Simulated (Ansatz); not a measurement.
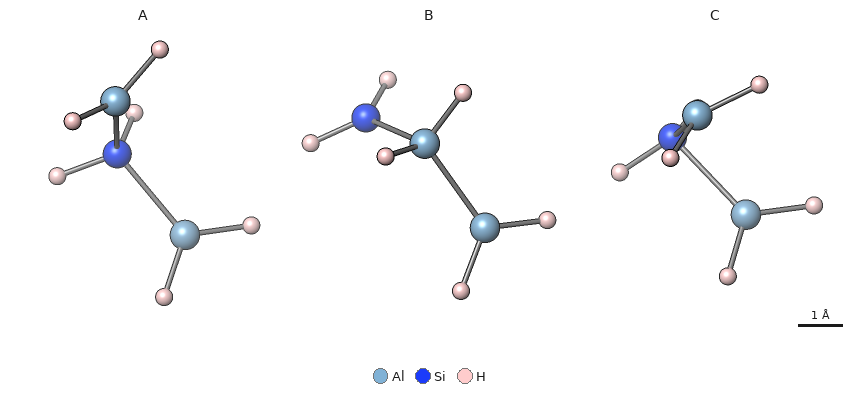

3 geometries from one relaxation of Al₂SiH₆, in shuffled order. Style: ball-and-stick. Shown from a free direction.

It is one of the separated reactants of a reaction.

All numbers below come from RKS PBE-D4/def2-SVP (Ansatz 0.2.0). Set-up: force threshold 0.03 eV/Å; at most 250 steps.

**Put them in the order of the run, from the start to the converged end.**

B, C, A. They are steps 0, 6, 12, at +48.5 kcal/mol, +7.55 kcal/mol relative to the last. After 12 geometry steps the energy has fallen by 48.5 kcal/mol. Largest force component: 2.4 eV/Å at the start, 0.013 eV/Å at the end. The largest moves after the best rigid fit, 1.26 Å, are those of Si and Al atoms. Largest moves by element: Si 1.26 Å, Al 1.26 Å, H 1.18 Å. Among the contacts that change: Al–Al 2.442 → 4.060 Å, Al–Si 4.035 → 2.449 Å, H–Si 1.420 → 1.513 Å, Al–H 1.520 → 1.604 Å. New bonds form: Al–Si (4.03 → 2.45 Å). Bonds break: Al–Al (2.44 → 4.06 Å). Among the angles between lasting bonds that change: H–Al–H 107.9° → 119.4°, H–Si–H 119.2° → 107.9°, Al–Si–H 120.4° → 109.2°. The run took 18 s on 2 threads of Arm Neoverse V1, with other jobs on the host.
